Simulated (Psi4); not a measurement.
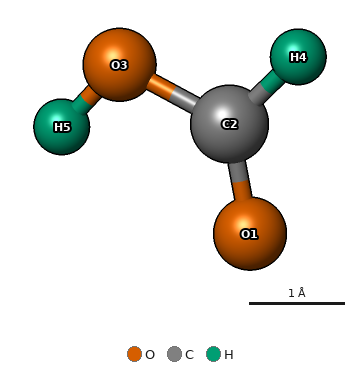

**Figure 1.** The structure (ball-and-stick view, seen at a tilt; atoms are numbered from 1 in the order of the input). Bond lengths as drawn: C–H 1.10 Å, C–O 1.19 to 1.34 Å and H–O 0.97 Å.

**Property calculation, with input and output: CH$_{2}$O$_{2}$**

System: CH$_{2}$O$_{2}$, SMILES O=CO.
Method: TPSS/6-311+G**, RKS (Psi4 1.11).

The geometry comes from this level: PBE0-D4/def2-TZVP.

Log
```
Psi4 1.11 release

   => Loading Basis Set <=

    Name: 6-311+G**
    Role: ORBITAL
    Keyword: BASIS

         ---------------------------------------------------------
                                   SCF
                              RKS Reference
                        1 Threads,   1525 MiB Core
         ---------------------------------------------------------

  ==> Geometry <==

    Molecular point group: c1
    Full point group: C1

    Geometry (in Angstrom), charge = 0, multiplicity = 1:

       Center              X                  Y                   Z               Mass
    ------------   -----------------  -----------------  -----------------  -----------------
         O           -0.354720051235    -0.403866193196     1.001741163693    15.994914619570
         C           -0.198470051235    -0.325376193196    -0.179558836307    12.000000000000
         O            0.489389948765     0.635163806804    -0.801598836307    15.994914619570
         H           -0.599360051235    -1.033176193196    -0.918628836307     1.007825032230
         H            0.825199948765     1.236513806804    -0.119798836307     1.007825032230

  Running in c1 symmetry.

  Rotational constants: A =      2.61424  B =      0.40675  C =      0.35198 [cm^-1]
  Rotational constants: A =  78373.06366  B =  12193.91095  C =  10552.12635 [MHz]
  Nuclear repulsion =   70.552438770078652

  Charge       = 0
  Multiplicity = 1
  Electrons    = 24
  Nalpha       = 12
  Nbeta        = 12

  ==> Algorithm <==

  SCF Algorithm Type is PK.
  DIIS enabled.
  MOM disabled.
  Fractional occupation disabled.
  Guess Type is SAD.
  Energy threshold   = 1.00e-06
  Density threshold  = 1.00e-06
  Integral threshold = 1.00e-12

  ==> Primary Basis <==

  Basis Set: 6-311+G**
    Blend: 6-311+G**
    Number of shells: 38
    Number of basis functions: 78
    Number of Cartesian functions: 81
    Spherical Harmonics?: true
    Max angular momentum: 2

  ==> DFT Potential <==

   => LibXC <=

    Version 7.1.2

   => Composite Functional: TPSS <=

    TPSS Meta-GGA XC Functional

    Deriv               =              1
    GGA                 =           TRUE
    Meta                =           TRUE

    Exchange Hybrid     =          FALSE
    MP2 Hybrid          =          FALSE

   => Exchange Functionals <=

    1.0000   XC_MGGA_X_TPSS

   => Correlation Functionals <=

    1.0000   XC_MGGA_C_TPSS

   => LibXC Density Thresholds  <==

    XC_MGGA_C_TPSS:  1.00E-15
    XC_MGGA_X_TPSS:  1.00E-15

   => Molecular Quadrature <=

    Radial Scheme          =       TREUTLER
    Pruning Scheme         =           NONE
    Nuclear Scheme         =       TREUTLER

    Blocking Scheme        =         OCTREE
    BS radius alpha        =              1
    Pruning alpha          =              1
    Radial Points          =             35
    Spherical Points       =            110
    Total Points           =          18992
    Total Blocks           =            189
    Max Points             =            254
    Max Functions          =             78
    Weights Tolerance      =       1.00E-15

  ==> Integral Setup <==

  Using in-core PK algorithm.
   Calculation information:
      Number of atoms:                   5
      Number of AO shells:              38
      Number of primitives:             69
      Number of atomic orbitals:        81
      Number of basis functions:        78

      Integral cutoff                 1.00e-12
      Number of threads:                 1

  Performing in-core PK
  Using 9495642 doubles for integral storage.
  We computed 268424 shell quartets total.
  Whereas there are 274911 unique shell quartets.

  ==> DiskJK: Disk-Based J/K Matrices <==

    J tasked:                  Yes
    K tasked:                   No
    wK tasked:                  No
    Memory [MiB]:             1042
    Schwarz Cutoff:          1E-12

  Cached 100.0% of DFT collocation blocks in 0.099 [GiB].

  Minimum eigenvalue in the overlap matrix is 2.5893325922E-03.
  Reciprocal condition number of the overlap matrix is 3.6523658623E-04.
    Using symmetric orthogonalization.

  ==> Pre-Iterations <==

  SCF Guess: Superposition of Atomic Densities via on-the-fly atomic UHF (no occupation information).

   -------------------------
    Irrep   Nso     Nmo
   -------------------------
     A         78      78
   -------------------------
    Total      78      78
   -------------------------

  ==> Iterations <==

                        Total Energy        Delta E     RMS |[F,P]|

   @RKS iter SAD:  -189.44086834158279   -1.89441e+02   0.00000e+00
   @RKS iter   1:  -189.61021041711669   -1.69342e-01   1.03813e-02 ADIIS/DIIS
   @RKS iter   2:  -188.94939695437634    6.60813e-01   1.88696e-02 ADIIS/DIIS
   @RKS iter   3:  -189.80139581385507   -8.51999e-01   4.32227e-03 ADIIS/DIIS
   @RKS iter   4:  -189.83491169749809   -3.35159e-02   2.40019e-03 ADIIS/DIIS
   @RKS iter   5:  -189.84639018962150   -1.14785e-02   6.44371e-04 ADIIS/DIIS
   @RKS iter   6:  -189.84738218213320   -9.91993e-04   1.13447e-04 ADIIS/DIIS
   @RKS iter   7:  -189.84741743743001   -3.52553e-05   1.22064e-05 DIIS
   @RKS iter   8:  -189.84741775793802   -3.20508e-07   1.78438e-06 DIIS
   @RKS iter   9:  -189.84741776618304   -8.24502e-09   2.95311e-07 DIIS
  Energy and wave function converged.

  ==> Post-Iterations <==

   Electrons on quadrature grid:
      Ntotal   =   23.9999566484 ; deviation = -4.335e-05

    Orbital Energies [Eh]
    ---------------------

    Doubly Occupied:

       1A    -18.948546     2A    -18.890209     3A    -10.124089
       4A     -1.063599     5A     -0.977071     6A     -0.628863
       7A     -0.485905     8A     -0.451284     9A     -0.419415
      10A     -0.372137    11A     -0.305044    12A     -0.259618

    Virtual:

      13A     -0.046404    14A     -0.008331    15A      0.016898
      16A      0.046198    17A      0.052154    18A      0.099193
      19A      0.137272    20A      0.157182    21A      0.179980
      22A      0.180087    23A      0.219458    24A      0.221608
      25A      0.247492    26A      0.252844    27A      0.274156
      28A      0.292399    29A      0.392432    30A      0.467296
      31A      0.485380    32A      0.498763    33A      0.608341
      34A      0.644482    35A      0.796752    36A      0.934744
      37A      0.967528    38A      1.025316    39A      1.033886
      40A      1.060313    41A      1.090979    42A      1.124864
      43A      1.205857    44A      1.315149    45A      1.395965
      46A      1.398317    47A      1.441540    48A      1.570731
      49A      1.640303    50A      1.760506    51A      1.767278
      52A      1.932424    53A      2.164336    54A      2.307036
      55A      2.509101    56A      2.519595    57A      2.570790
      58A      2.791856    59A      2.825757    60A      2.980446
      61A      2.997856    62A      3.116259    63A      3.197805
      64A      3.321284    65A      3.460819    66A      3.549677
      67A      3.717306    68A      3.809095    69A      3.928597
      70A      4.868612    71A      4.941821    72A      5.012900
      73A      5.268147    74A      5.530839    75A      5.761080
      76A     23.854613    77A     49.837877    78A     49.968836

    Final Occupation by Irrep:
              A
    DOCC [    12 ]
    NA   [    12 ]
    NB   [    12 ]

  @RKS Final Energy:  -189.84741776618304

   => Energetics <=

    Nuclear Repulsion Energy =             70.5524387700786519
    One-Electron Energy =                -398.9408216599229604
    Two-Electron Energy =                 161.9231901780529199
    DFT Exchange-Correlation Energy =     -23.3822250543916645
    Empirical Dispersion Energy =           0.0000000000000000
    VV10 Nonlocal Energy =                  0.0000000000000000
    Total Energy =                       -189.8474177661830424

Computation Completed

Properties will be evaluated at   0.000000,   0.000000,   0.000000 [a0]

Properties computed using the SCF density matrix

 Multipole Moments:

 ------------------------------------------------------------------------------------
     Multipole            Electronic (a.u.)      Nuclear  (a.u.)        Total (a.u.)
 ------------------------------------------------------------------------------------

 L = 1.  Multiply by 2.5417464519 to convert [e a0] to [Debye]
 Dipole X            :          0.0089027            0.2123651            0.2212678
 Dipole Y            :          0.0813170            0.1917342            0.2730512
 Dipole Z            :          0.5047622           -0.9725326           -0.4677704
 Magnitude           :                                                    0.5850859

 ------------------------------------------------------------------------------------

	total time  =          2 seconds =       0.03 minutes

Properties will be evaluated at   0.000000,   0.000000,   0.000000 [a0]

Properties computed using the TPSS density matrix

 Multipole Moments:

 ------------------------------------------------------------------------------------
     Multipole            Electronic (a.u.)      Nuclear  (a.u.)        Total (a.u.)
 ------------------------------------------------------------------------------------

 L = 1.  Multiply by 2.5417464519 to convert [e a0] to [Debye]
 Dipole X            :          0.0089027            0.2123651            0.2212678
 Dipole Y            :          0.0813170            0.1917342            0.2730512
 Dipole Z            :          0.5047622           -0.9725326           -0.4677704
 Magnitude           :                                                    0.5850859

 L = 2.  Multiply by 1.3450342976 to convert [e a0^2] to [Debye ang]
 Quadrupole XX       :        -27.2617862           14.9954736          -12.2663126
 Quadrupole XY       :        -19.3423779           20.2118627            0.8694848
 Quadrupole XZ       :         20.5081363          -18.9820057            1.5261306
 Quadrupole YY       :        -38.8512861           27.7256229          -11.1256632
 Quadrupole YZ       :         23.9158183          -21.9913676            1.9244508
 Quadrupole ZZ       :        -66.4034094           50.7807111          -15.6226984
 Traceless XX        :         16.9103744          -16.1717956            0.7385788
 Traceless YY        :          5.3208745           -3.4416463            1.8792282
 Traceless ZZ        :        -22.2312489           19.6134419           -2.6178070

 ------------------------------------------------------------------------------------
  Mulliken Charges: (a.u.)
   Center  Symbol    Alpha    Beta     Spin     Total
       1     O     4.14591  4.14591  0.00000 -0.29182
       2     C     2.97534  2.97534  0.00000  0.04931
       3     O     4.07508  4.07508  0.00000 -0.15016
       4     H     0.43101  0.43101  0.00000  0.13798
       5     H     0.37266  0.37266  0.00000  0.25468

   Total alpha = 12.00000, Total beta = 12.00000, Total charge = -0.00000

  Lowdin Charges: (a.u.)
   Center  Symbol    Alpha    Beta     Spin     Total
       1     O     4.08769  4.08769  0.00000 -0.17538
       2     C     2.98091  2.98091  0.00000  0.03817
       3     O     4.03031  4.03031  0.00000 -0.06063
       4     H     0.46467  0.46467  0.00000  0.07066
       5     H     0.43641  0.43641  0.00000  0.12717

  Total alpha = 12.00000, Total beta = 12.00000, Total charge =  0.00000

    Psi4 run time: 0:00:02.09
```

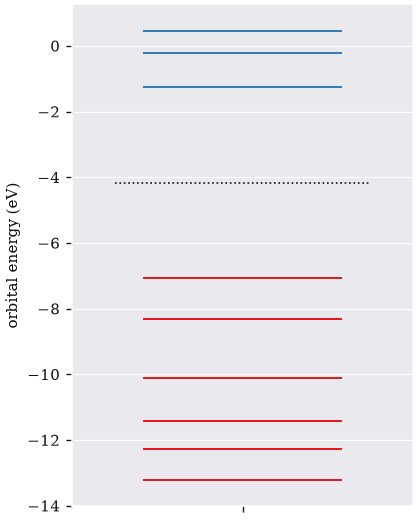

**Figure 2.** Orbital energies near the frontier; the dotted line parts filled from empty levels, and levels within 0.02 eV of each other stand side by side. Highest filled −7.06 eV, lowest empty −1.26 eV, 5.80 eV apart.

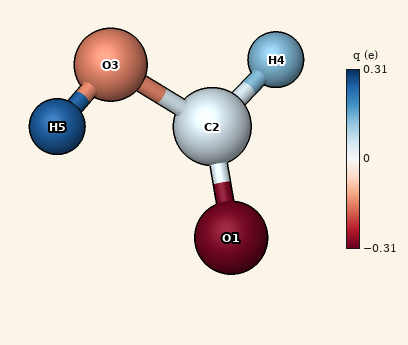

**Figure 3.** Mulliken charges, as the colour of each atom (ball-and-stick view, seen at a tilt; atoms are numbered from 1 in the order of the input; Mulliken charges depend strongly on the basis). By element: O −0.29 to −0.15, C +0.05 and H +0.14 to +0.25 e.

The run was set up as follows.

Input file (calc.dat)
```
memory 1600 MB

molecule molecule1 {
  0 1
  O     -0.387130    -0.425720     1.205310
  C     -0.230880    -0.347230     0.024010
  O      0.456980     0.613310    -0.598030
  H     -0.631770    -1.055030    -0.715060
  H      0.792790     1.214660     0.083770
  symmetry c1
}

set basis 6-311+G**
set puream true
set scf_type pk
set dft_radial_points 35
set dft_spherical_points 110

e, wfn = energy("tpss", return_wfn=True)
oeprop(wfn, "DIPOLE", "QUADRUPOLE", "MULLIKEN_CHARGES", "LOWDIN_CHARGES", title="TPSS")
```

Launch command:
```bash
psi4 calc.dat calc.out -n 1
```

Summary

```json
{"quantity": "outcome", "value": "converged"}
{"quantity": "total energy", "value": "−189.847418 hartree"}
{"quantity": "basis functions", "value": "78"}
{"quantity": "HOMO", "value": "−7.06 eV"}
{"quantity": "LUMO", "value": "−1.26 eV"}
{"quantity": "dipole moment", "value": "1.49 D"}
{"quantity": "hardware", "value": "1 thread of Intel Xeon (Sapphire Rapids), 16 GiB of memory available, shared host"}
{"quantity": "wall time", "value": "3.3 s"}
{"quantity": "peak memory", "value": "0.37 GiB"}
```
